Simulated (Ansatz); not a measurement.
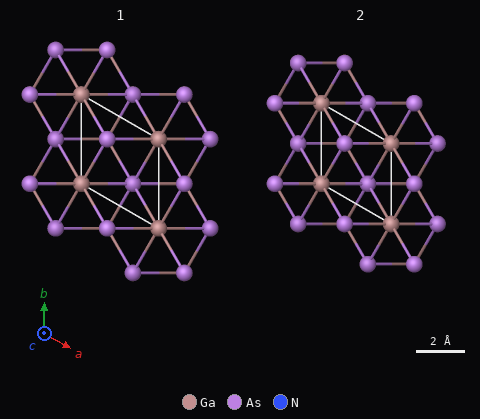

Two geometries of crystalline Ga₃As₂N (a generated structure, set up in P-3m1) (coarse preliminary run), drawn at one scale. One is the start of a relaxation, the other its converged end. Style: ball-and-stick. Shown: the cell of the calculation, along the c axis.

Computed with Ansatz, DFT PBE, scalar-relativistic, plane waves, PAW. Set-up: plane-wave cutoff 420 eV; k-point mesh 6 × 6 × 2; occupations gaussian; smearing width 0.1 eV; no spin polarisation; cell and atoms relaxed; force threshold 0.04 eV/Å; at most 70 steps.

Question: Which one is relaxed?

Answer: Structure 2 is the relaxed one. The largest moves relative to the cell, 0.44 Å, are those of Ga atoms. Largest moves by element: Ga 0.44 Å, As 0.12 Å. N stays in place. The drawn cell changes as follows: a = b 3.770 → 3.402 Å (−9.8 %), c 9.235 → 9.693 Å (+5.0 %); the volume changes by −14.5 %. Some distances before and after: Ga–N 2.666 → 2.288 Å, As–Ga 2.666 → 2.762 Å, As–Ga 2.666 → 2.618 Å. Among the angles between lasting bonds that change: As–Ga–As 90.0° → 76.0°, Ga–As–Ga 90.0° → 76.0°, Ga–As–Ga 90.0° → 101.4°. The space group stays P-3m1 (No. 164). Over 6 accepted moves (8 points after the start) the energy falls by 291 meV per atom. Largest force component: 2 eV/Å at the start, 0.0033 eV/Å at the end. Pressure: −7.25 GPa at the start and −0.04 GPa at the end. The line search rejected the trial step at point 4 of the run. The SCF was repeated once at an unchanged geometry on a basis and grid sized afresh for the cell, which shifted the energy by 0.8 meV per atom at most.
